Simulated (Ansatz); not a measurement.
**CH3F4OTa: single points with varied inputs**

How do the results and run time of CH3F4OTa respond when the settings are drawn wide?

The runs use Ansatz 0.2.0, Gaussian basis; the settings change from run to run.

### 1 The relaxed structure

The geometry comes from an earlier relaxation with PBE0-D4 in a triple-zeta def2 set; it is a stationary point, not always the lowest conformer. Ta takes a core potential in def2 sets; no spin-orbit term is included.

10 atoms, charge 0, spin multiplicity 1.

Atoms are counted from 1 here; the program's logs count them from 0.

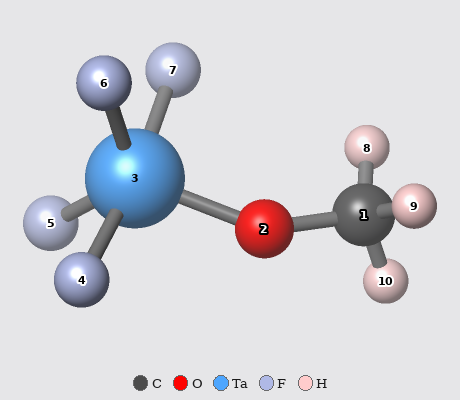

The geometry (carbon dark grey, oxygen red, tantalum blue, fluorine light blue, hydrogen pink); atoms are numbered from 1 in the order of the file.

### 2 HSE06/def2-mTZVP

Set apart from the defaults: unrestricted orbitals, atoms shaken by 0.08 Å.

The input, in.yaml:

```yaml
crystal:
  periodic: [false, false, false]
  atoms:
    - {symbol: C, position_ang: [0.688683, -1.619115, -0.210259]}
    - {symbol: O, position_ang: [-0.344887, -0.495470, -0.054108]}
    - {symbol: Ta, position_ang: [-0.484145, 1.187924, -0.089853]}
    - {symbol: F, position_ang: [-2.452908, 1.355344, -0.128021]}
    - {symbol: F, position_ang: [-0.364883, 2.087993, -1.599824]}
    - {symbol: F, position_ang: [-0.702476, 2.023256, 1.622025]}
    - {symbol: F, position_ang: [1.450040, 1.609222, 0.184070]}
    - {symbol: H, position_ang: [1.423066, -1.337734, 0.071713]}
    - {symbol: H, position_ang: [0.342277, -2.273019, 0.857180]}
    - {symbol: H, position_ang: [0.412068, -2.350512, -0.888543]}
basis:
  gaussian: {orbitals: def2-mTZVP}
magnetization: {spin_polarized: true, initial_magnetization: 0}
hamiltonian: {xc: {name: HSE06}}
output: {forces: true}
```

Command:

```sh
$ ansatz run in.yaml --threads 4 --pin off --events-out ev --progress --plain --max-ram 11315MiB
```

Log, cut to the lines that bear on the results:

```text
Functional definition: HSE06
  name "HSE06"
  cite "Heyd, Scuseria & Ernzerhof, J. Chem. Phys. 118, 8207 (2003) doi:10.1063/1.1564060"
  cite "Krukau, Vydrov, Izmaylov & Scuseria, J. Chem. Phys. 125, 224106 (2006) doi:10.1063/1.2404663"
  cite "Heyd & Scuseria, J. Chem. Phys. 120, 7274 (2004) doi:10.1063/1.1668634"
  cite "Ernzerhof & Perdew, J. Chem. Phys. 109, 3313 (1998) doi:10.1063/1.476928"
  cite "Perdew, Burke & Ernzerhof, Phys. Rev. Lett. 77, 3865 (1996) doi:10.1103/PhysRevLett.77.3865"
  parent pbe
[...]
  # The whole range is PBE's own exchange, as in plane waves. The composition of these papers is wPBEh.
[...]
1451 factors; their error is unknown
125 factors; integrals over basis functions are off by at most 2.7e-7 eV
[...]
mean field -15547.00413414 eV, -571.3418637919 hartree, gradient 4.6e-5 eV, S^2 0.000000; 0 other end points of the search recorded, 0 dependent functions left out
[...]
reference -15547.00417756 eV, -571.3418653874 hartree; 33, 33 occupied and 131, 131 virtual orbitals, 1451 factors
Total energy: -15547.00417756 eV, -571.3418653874 hartree
Atom 0 at     0.688683    -1.619115    -0.210259 Å, force   -19.977197    -6.542199     1.375622 eV/Å
Atom 1 at    -0.344887    -0.495470    -0.054108 Å, force     2.733648    -9.018430    -1.188816 eV/Å
Atom 2 at    -0.484145     1.187924    -0.089853 Å, force    -1.562336     7.940650     5.217060 eV/Å
Atom 3 at    -2.452908     1.355344    -0.128021 Å, force     1.616493    -0.449514    -0.302823 eV/Å
Atom 4 at    -0.364883     2.087993    -1.599824 Å, force     0.268484     1.654209    -3.824939 eV/Å
Atom 5 at    -0.702476     2.023256     1.622025 Å, force     0.275173    -0.595415    -0.625424 eV/Å
Atom 6 at     1.450040     1.609222     0.184070 Å, force    -1.607106    -0.759261    -0.337928 eV/Å
Atom 7 at     1.423066    -1.337734     0.071713 Å, force    17.184680     6.692055     4.731598 eV/Å
Atom 8 at     0.342277    -2.273019     0.857180 Å, force     1.020719     1.536782    -2.836174 eV/Å
Atom 9 at     0.412068    -2.350512    -0.888543 Å, force     0.047443    -0.458878    -2.208178 eV/Å
Dipole moment:     0.389775    -1.235759    -0.342449 e Å
```

Wall time 6.5 s (4 threads of Arm Neoverse V1, shared host); peak memory 0.69 GiB.

Largest force 21.066 eV/Å, dipole 6.44 D, ⟨S²⟩ 0.000.

### 3 B2GP-PLYP/ANO-RCC-VTZP

The input, in.yaml:

```yaml
crystal:
  periodic: [false, false, false]
  atoms:
    - {symbol: C, position_ang: [0.553244, -1.680544, 0.011453]}
    - {symbol: O, position_ang: [-0.342022, -0.591399, -0.020393]}
    - {symbol: Ta, position_ang: [-0.483299, 1.244379, -0.011922]}
    - {symbol: F, position_ang: [-2.365200, 1.263540, -0.101540]}
    - {symbol: F, position_ang: [-0.424156, 2.090567, -1.671983]}
    - {symbol: F, position_ang: [-0.583068, 2.062818, 1.660064]}
    - {symbol: F, position_ang: [1.396052, 1.443916, 0.079191]}
    - {symbol: H, position_ang: [1.581698, -1.315461, 0.062348]}
    - {symbol: H, position_ang: [0.333756, -2.292388, 0.887546]}
    - {symbol: H, position_ang: [0.416194, -2.276626, -0.891864]}
basis:
  gaussian: {orbitals: ANO-RCC-VTZP}
hamiltonian: {xc: {name: B2GP-PLYP}}
output: {forces: true}
```

The command is unchanged.

Log, cut to the lines that bear on the results:

```text
Functional definition: B2GP-PLYP
  name "B2GP-PLYP"
  cite "Karton, Tarnopolsky, Lamère, Schatz & Martin, J. Phys. Chem. A 112, 12868 (2008) doi:10.1021/jp801805p"
  cite "Becke, Phys. Rev. A 38, 3098 (1988) doi:10.1103/PhysRevA.38.3098"
  cite "Lee, Yang & Parr, Phys. Rev. B 37, 785 (1988) doi:10.1103/PhysRevB.37.785"
[...]
2299 factors; integrals over basis functions are off by at most 1.3e-3 eV
[...]
mean field -438635.14980827 eV, -16119.5444378710 hartree, gradient 1.9e-6 eV, S^2 0.000000; 0 other end points of the search recorded, 0 dependent functions left out
29 core orbitals not correlated: weight in the atoms' cores, before any rotation towards them, 1.000 or more for the frozen orbitals, at most 0.000 for the correlated occupied ones
reference -438635.14998613 eV, -16119.5444444069 hartree; 34, 34 occupied and 263, 263 virtual orbitals, 2299 factors
[...]
Relativity: scalar
Atom 0 at     0.553244    -1.680544     0.011453 Å, force     0.373464    -0.458280     0.013244 eV/Å
Atom 1 at    -0.342022    -0.591399    -0.020393 Å, force    -0.248562     0.634181    -0.006407 eV/Å
Atom 2 at    -0.483299     1.244379    -0.011922 Å, force     0.011036    -0.158999    -0.000848 eV/Å
Atom 3 at    -2.365200     1.263540    -0.101540 Å, force     0.192342     0.008337     0.009233 eV/Å
Atom 4 at    -0.424156     2.090567    -1.671983 Å, force    -0.007703    -0.132099     0.252685 eV/Å
Atom 5 at    -0.583068     2.062818     1.660064 Å, force     0.016736    -0.128022    -0.254341 eV/Å
Atom 6 at     1.396052     1.443916     0.079191 Å, force    -0.163801    -0.005030    -0.007844 eV/Å
Atom 7 at     1.581698    -1.315461     0.062348 Å, force    -0.196783    -0.030284    -0.009329 eV/Å
Atom 8 at     0.333756    -2.292388     0.887546 Å, force     0.018873     0.136562    -0.156820 eV/Å
Atom 9 at     0.416194    -2.276626    -0.891864 Å, force     0.004398     0.133634     0.160426 eV/Å
Dipole moment:     0.261962    -0.732111     0.005913 e Å
```

Wall time 2 min (4 threads of Arm Neoverse V1, shared host); peak memory 2.7 GiB.

Largest force 0.681 eV/Å, dipole 3.73 D.

### 4 PBE/ANO-RCC-VTZP

Set apart from the defaults: D3(BJ) dispersion, high accuracy.

in.yaml, as its differences from that of step 3:

```diff
@@ -15,3 +15,3 @@
   gaussian: {orbitals: ANO-RCC-VTZP}
-hamiltonian: {xc: {name: B2GP-PLYP}}
-output: {forces: true}
+hamiltonian: {xc: {name: PBE}, dispersion: d3bj}
+accuracy: high
```

The command is unchanged.

Log:

```text
Functional definition: PBE
  name "PBE"
  cite "Perdew, Burke & Ernzerhof, Phys. Rev. Lett. 77, 3865 (1996) doi:10.1103/PhysRevLett.77.3865"
  parent pbe
  parameter kappa = 0.804
  parameter beta = 0.06672455060314922
  exchange = pbe_x(kappa = kappa, mu = beta*pi^2/3)
  correlation = pbe_c(beta = beta)
6380 factors; integrals over basis functions are off by at most 5.7e-9 eV
mean field evaluation 1: about -438685.5722 eV, gradient 1.2e2 eV
mean field evaluation 2: about -438448.4105 eV, gradient 4.3e2 eV
mean field evaluation 4: about -438700.7426 eV, gradient 4.6e1 eV
mean field evaluation 8: about -438703.6775 eV, gradient 1.2e0 eV
mean field evaluation 16: about -438703.6842 eV, gradient 1.8e-3 eV
mean field -438703.68418263 eV, -16122.0630296741 hartree, gradient 4.4e-8 eV, S^2 0.000000; 0 other end points of the search recorded, 0 dependent functions left out
reference -438703.68419067 eV, -16122.0630299697 hartree; 63, 63 occupied and 263, 263 virtual orbitals, 6380 factors
Total energy: -438703.86340429 eV, -16122.0696159486 hartree
Relativity: scalar
```

Run time: 3.7 min. Hardware: 4 threads of Arm Neoverse V1, shared host; peak memory 4.4 GiB.

### 5 CAM-B3LYP/def2-SVPD

Set apart from the defaults: atoms shaken by 0.08 Å, finite nuclei.

The input, in.yaml:

```yaml
crystal:
  periodic: [false, false, false]
  atoms:
    - {symbol: C, position_ang: [0.643179, -1.760483, -0.063509]}
    - {symbol: O, position_ang: [-0.405512, -0.514706, 0.038127]}
    - {symbol: Ta, position_ang: [-0.513315, 1.369937, 0.098692]}
    - {symbol: F, position_ang: [-2.410995, 1.326717, -0.148152]}
    - {symbol: F, position_ang: [-0.347822, 2.121840, -1.665883]}
    - {symbol: F, position_ang: [-0.612154, 2.081233, 1.524375]}
    - {symbol: F, position_ang: [1.417648, 1.426232, 0.000865]}
    - {symbol: H, position_ang: [1.585879, -1.389129, 0.005714]}
    - {symbol: H, position_ang: [0.395797, -2.272689, 0.955668]}
    - {symbol: H, position_ang: [0.396075, -2.266313, -0.895837]}
basis:
  gaussian: {orbitals: def2-SVPD, nuclear_model: gaussian}
hamiltonian: {xc: {name: CAM-B3LYP}}
```

The command is unchanged.

Log, cut to the lines that bear on the results:

```text
Functional definition: CAM-B3LYP
  name "CAM-B3LYP"
  cite "Yanai, Tew & Handy, Chem. Phys. Lett. 393, 51 (2004) doi:10.1016/j.cplett.2004.06.011"
  cite "Iikura, Tsuneda, Yanai & Hirao, J. Chem. Phys. 115, 3540 (2001) doi:10.1063/1.1383587"
  cite "Becke, Phys. Rev. A 38, 3098 (1988) doi:10.1103/PhysRevA.38.3098"
  cite "Lee, Yang & Parr, Phys. Rev. B 37, 785 (1988) doi:10.1103/PhysRevB.37.785"
  cite "Vosko, Wilk & Nusair, Can. J. Phys. 58, 1200 (1980) doi:10.1139/p80-159"
[...]
  # Exact exchange under (alpha + beta erf(omega r))/r, Becke's under what is left of 1/r.
[...]
1633 factors; their error is unknown
574 factors; integrals over basis functions are off by at most 2.3e-5 eV
[...]
mean field -15543.18638133 eV, -571.2015639638 hartree, gradient 7.7e-5 eV, S^2 0.000000; 0 other end points of the search recorded, 0 dependent functions left out
reference -15543.18653040 eV, -571.2015694420 hartree; 33, 33 occupied and 161, 161 virtual orbitals, 1633 factors
Total energy: -15543.18653040 eV, -571.2015694420 hartree
```

Wall time 4.2 s (4 threads of Arm Neoverse V1, shared host); peak memory 0.56 GiB.

### 6 LC-wPBE/def2-mTZVP

Options: a grid of angular degree 23.

The input, in.yaml:

```yaml
crystal:
  periodic: [false, false, false]
  atoms:
    - {symbol: C, position_ang: [0.553244, -1.680544, 0.011453]}
    - {symbol: O, position_ang: [-0.342022, -0.591399, -0.020393]}
    - {symbol: Ta, position_ang: [-0.483299, 1.244379, -0.011922]}
    - {symbol: F, position_ang: [-2.365200, 1.263540, -0.101540]}
    - {symbol: F, position_ang: [-0.424156, 2.090567, -1.671983]}
    - {symbol: F, position_ang: [-0.583068, 2.062818, 1.660064]}
    - {symbol: F, position_ang: [1.396052, 1.443916, 0.079191]}
    - {symbol: H, position_ang: [1.581698, -1.315461, 0.062348]}
    - {symbol: H, position_ang: [0.333756, -2.292388, 0.887546]}
    - {symbol: H, position_ang: [0.416194, -2.276626, -0.891864]}
basis:
  gaussian: {orbitals: def2-mTZVP, final_grid: {core_spheres: 8, valence_spheres: 7, degree: 23}}
hamiltonian: {xc: {name: LC-wPBE}}
```

Launched as before.

Log, cut to the lines that bear on the results:

```text
Functional definition: LC-wPBE
  name "LC-wPBE"
  cite "Vydrov & Scuseria, J. Chem. Phys. 125, 234109 (2006) doi:10.1063/1.2409292"
  cite "Heyd & Scuseria, J. Chem. Phys. 120, 7274 (2004) doi:10.1063/1.1668634"
  cite "Ernzerhof & Perdew, J. Chem. Phys. 109, 3313 (1998) doi:10.1063/1.476928"
  cite "Perdew, Burke & Ernzerhof, Phys. Rev. Lett. 77, 3865 (1996) doi:10.1103/PhysRevLett.77.3865"
  parent pbe
[...]
1377 factors; their error is unknown
495 factors; integrals over basis functions are off by at most 1.3e-5 eV
[...]
mean field -15558.71938923 eV, -571.7723914754 hartree, gradient 4.1e-5 eV, S^2 0.000000; 0 other end points of the search recorded, 0 dependent functions left out
reference -15558.71938924 eV, -571.7723914757 hartree; 33, 33 occupied and 131, 131 virtual orbitals, 1377 factors
Total energy: -15558.71938924 eV, -571.7723914757 hartree
```

It took 1.6 s on 4 threads of Arm Neoverse V1, shared host.

### 7 PBE-QIDH/def2-TZVP

This run has a grid of angular degree 47.

in.yaml, as its differences from that of step 6:

```diff
@@ -14,3 +14,3 @@
 basis:
-  gaussian: {orbitals: def2-mTZVP, final_grid: {core_spheres: 8, valence_spheres: 7, degree: 23}}
-hamiltonian: {xc: {name: LC-wPBE}}
+  gaussian: {orbitals: def2-TZVP, final_grid: {core_spheres: 20, valence_spheres: 16, degree: 47}}
+hamiltonian: {xc: {name: PBE-QIDH}}
```

Launched as before.

Log, cut to the lines that bear on the results:

```text
Functional definition: PBE-QIDH
  name "PBE-QIDH"
  cite "Brémond, Sancho-García, Pérez-Jiménez & Adamo, J. Chem. Phys. 141, 031101 (2014) doi:10.1063/1.4890314"
  cite "Perdew, Burke & Ernzerhof, Phys. Rev. Lett. 77, 3865 (1996) doi:10.1103/PhysRevLett.77.3865"
[...]
1750 factors; integrals over basis functions are off by at most 1.2e-3 eV
[...]
mean field -15530.56562941 eV, -570.7377598854 hartree, gradient 8.6e-6 eV, S^2 0.000000; 0 other end points of the search recorded, 0 dependent functions left out
6 core orbitals not correlated: weight in the atoms' cores, before any rotation towards them, 1.000 or more for the frozen orbitals, at most 0.000 for the correlated occupied ones
reference -15530.56564447 eV, -570.7377604388 hartree; 27, 27 occupied and 211, 211 virtual orbitals, 1750 factors
second order -53.78514716 eV of doubles, -0.00000000 eV of singles
Total energy: -15548.49402686 eV, -571.3966163393 hartree
```

Wall time 11 s (4 threads of Arm Neoverse V1, shared host); peak memory 0.73 GiB.

### 8 r2SCAN50/x2c-TZVPPall

Options: multiplicity 3, coordinates scaled by 0.92, a grid of angular degree 47.

The input, in.yaml:

```yaml
crystal:
  periodic: [false, false, false]
  atoms:
    - {symbol: C, position_ang: [0.508984, -1.546101, 0.010536]}
    - {symbol: O, position_ang: [-0.314660, -0.544088, -0.018761]}
    - {symbol: Ta, position_ang: [-0.444635, 1.144829, -0.010968]}
    - {symbol: F, position_ang: [-2.175984, 1.162457, -0.093417]}
    - {symbol: F, position_ang: [-0.390223, 1.923322, -1.538224]}
    - {symbol: F, position_ang: [-0.536422, 1.897792, 1.527258]}
    - {symbol: F, position_ang: [1.284368, 1.328403, 0.072856]}
    - {symbol: H, position_ang: [1.455162, -1.210224, 0.057360]}
    - {symbol: H, position_ang: [0.307055, -2.108997, 0.816543]}
    - {symbol: H, position_ang: [0.382899, -2.094496, -0.820515]}
basis:
  gaussian: {orbitals: x2c-TZVPPall, final_grid: {core_spheres: 20, valence_spheres: 16, degree: 47}}
magnetization: {spin_polarized: true, initial_magnetization: 2}
hamiltonian: {xc: {name: r2SCAN50}}
output: {forces: true}
```

The command is unchanged.

Log, cut to the lines that bear on the results:

```text
Functional definition: r2SCAN50
  name "r2SCAN50"
  cite "Bursch, Neugebauer, Ehlert & Grimme, J. Chem. Phys. 156, 134105 (2022) doi:10.1063/5.0086040"
  cite "Furness, Kaplan, Ning, Perdew & Sun, J. Phys. Chem. Lett. 11, 8208 (2020) doi:10.1021/acs.jpclett.0c02405"
  cite "Furness, Kaplan, Ning, Perdew & Sun, J. Phys. Chem. Lett. 11, 9248 (2020) doi:10.1021/acs.jpclett.0c03077"
  parent r2scan
[...]
2286 factors; their error is unknown
[...]
mean field -438689.06674805 eV, -16121.5258488615 hartree, gradient 1.5e-5 eV, S^2 2.010208; 6 other end points of the search recorded, 0 dependent functions left out
[...]
reference -438689.06676795 eV, -16121.5258495927 hartree; 64, 62 occupied and 261, 263 virtual orbitals, 2286 factors
Total energy: -438689.06676795 eV, -16121.5258495927 hartree
Relativity: scalar
Atom 0 at     0.508984    -1.546101     0.010536 Å, force    -1.286239    -1.457853    -0.066640 eV/Å
Atom 1 at    -0.314660    -0.544088    -0.018761 Å, force    -0.563322   -12.823462    -0.131080 eV/Å
Atom 2 at    -0.444635     1.144829    -0.010968 Å, force    -1.534535    11.249466     0.022283 eV/Å
Atom 3 at    -2.175984     1.162457    -0.093417 Å, force    -9.978521    -0.641742    -0.482089 eV/Å
Atom 4 at    -0.390223     1.923322    -1.538224 Å, force     0.102147     3.111064    -6.897198 eV/Å
Atom 5 at    -0.536422     1.897792     1.527258 Å, force    -0.555036     2.995883     6.925886 eV/Å
Atom 6 at     1.284368     1.328403     0.072856 Å, force    10.247988    -0.124763     0.487562 eV/Å
Atom 7 at     1.455162    -1.210224     0.057360 Å, force     3.775612     1.489421     0.186497 eV/Å
Atom 8 at     0.307055    -2.108997     0.816543 Å, force    -0.250991    -1.927584     3.147346 eV/Å
Atom 9 at     0.382899    -2.094496    -0.820515 Å, force     0.042897    -1.870429    -3.192567 eV/Å
Dipole moment:     0.380878    -1.562428     0.004396 e Å
```

It took 3.5 min on 4 threads of Arm Neoverse V1, shared host; peak memory 3.8 GiB.

Largest force 12.836 eV/Å, dipole 7.72 D, ⟨S²⟩ 2.010.

### 9 r2SCAN0/def2-TZVPP

Set apart from the defaults: charge +1, multiplicity 2.

The input, in.yaml:

```yaml
crystal:
  periodic: [false, false, false]
  atoms:
    - {symbol: C, position_ang: [0.553244, -1.680544, 0.011453]}
    - {symbol: O, position_ang: [-0.342022, -0.591399, -0.020393]}
    - {symbol: Ta, position_ang: [-0.483299, 1.244379, -0.011922]}
    - {symbol: F, position_ang: [-2.365200, 1.263540, -0.101540]}
    - {symbol: F, position_ang: [-0.424156, 2.090567, -1.671983]}
    - {symbol: F, position_ang: [-0.583068, 2.062818, 1.660064]}
    - {symbol: F, position_ang: [1.396052, 1.443916, 0.079191]}
    - {symbol: H, position_ang: [1.581698, -1.315461, 0.062348]}
    - {symbol: H, position_ang: [0.333756, -2.292388, 0.887546]}
    - {symbol: H, position_ang: [0.416194, -2.276626, -0.891864]}
basis:
  gaussian: {orbitals: def2-TZVPP}
total_charge: 1
magnetization: {spin_polarized: true, initial_magnetization: 1}
hamiltonian: {xc: {name: r2SCAN0}}
```

Launched as before.

Log, cut to the lines that bear on the results:

```text
Functional definition: r2SCAN0
  name "r2SCAN0"
  cite "Bursch, Neugebauer, Ehlert & Grimme, J. Chem. Phys. 156, 134105 (2022) doi:10.1063/5.0086040"
  cite "Furness, Kaplan, Ning, Perdew & Sun, J. Phys. Chem. Lett. 11, 8208 (2020) doi:10.1021/acs.jpclett.0c02405"
  cite "Furness, Kaplan, Ning, Perdew & Sun, J. Phys. Chem. Lett. 11, 9248 (2020) doi:10.1021/acs.jpclett.0c03077"
  parent r2scan
[...]
1540 factors; their error is unknown
[...]
mean field -15546.92759991 eV, -571.3390512108 hartree, gradient 6.4e-6 eV, S^2 0.760252; 2 other end points of the search recorded, 0 dependent functions left out
reference -15546.92761501 eV, -571.3390517654 hartree; 33, 32 occupied and 251, 252 virtual orbitals, 1540 factors
Total energy: -15546.92761501 eV, -571.3390517654 hartree
```

Run time: 2.2 min. Hardware: 4 threads of Arm Neoverse V1, shared host; peak memory 1.6 GiB.

⟨S²⟩ 0.760.

### 10 The runs in one table

| level | charge | multiplicity | geometry | functions | energy (eV) | time |
| --- | --- | --- | --- | --- | --- | --- |
| HSE06/def2-mTZVP | 0 | 1 | shaken | 164 | -15547.004 | 6.5 s |
| B2GP-PLYP/ANO-RCC-VTZP | 0 | 1 | relaxed | 326 | -438665.906 | 2 min |
| PBE/ANO-RCC-VTZP | 0 | 1 | relaxed | 326 | -438703.863 | 3.7 min |
| CAM-B3LYP/def2-SVPD | 0 | 1 | shaken | 194 | -15543.187 | 4.2 s |
| LC-wPBE/def2-mTZVP | 0 | 1 | relaxed | 164 | -15558.719 | 1.6 s |
| PBE-QIDH/def2-TZVP | 0 | 1 | relaxed | 244 | -15548.494 | 11 s |
| r2SCAN50/x2c-TZVPPall | 0 | 3 | scaled | 325 | -438689.067 | 3.5 min |
| r2SCAN0/def2-TZVPP | 1 | 2 | relaxed | 284 | -15546.928 | 2.2 min |

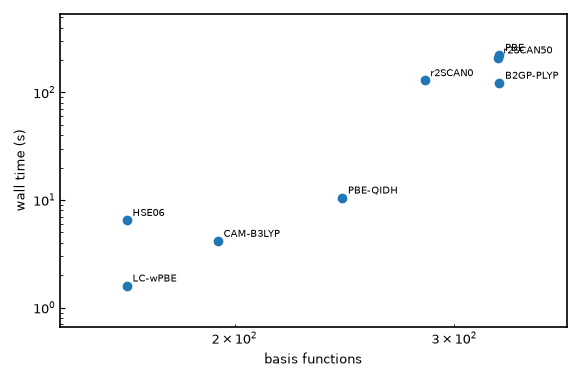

Wall time against the number of basis functions (shared host).

### 11 Results

| quantity | value |
| --- | --- |
| runs | 8 |
| quickest | LC-wPBE/def2-mTZVP, 1.6 s |
| slowest | PBE/ANO-RCC-VTZP, 3.7 min |
| spread of total energies, same state and geometry | 423155.4 eV |

**Reading.** Run time spans a factor of 139, from LC-wPBE/def2-mTZVP to PBE/ANO-RCC-VTZP. The jobs differ in tasks and options as well as level. Total energies at one charge and spin differ by 423155 eV between levels, so only differences within one level mean anything. Some of these runs are scalar-relativistic and others not, which shifts the totals of all-electron atoms past neon by several eV an atom and more; core potentials, where a basis has them, take the core out of the total altogether. At the PBE0-D4/def2-TZVP geometry and in the same state, the sound runs without point charges leave forces up to 0.68 eV/Å (B2GP-PLYP/ANO-RCC-VTZP), against 21.1 eV/Å where the atoms were moved.
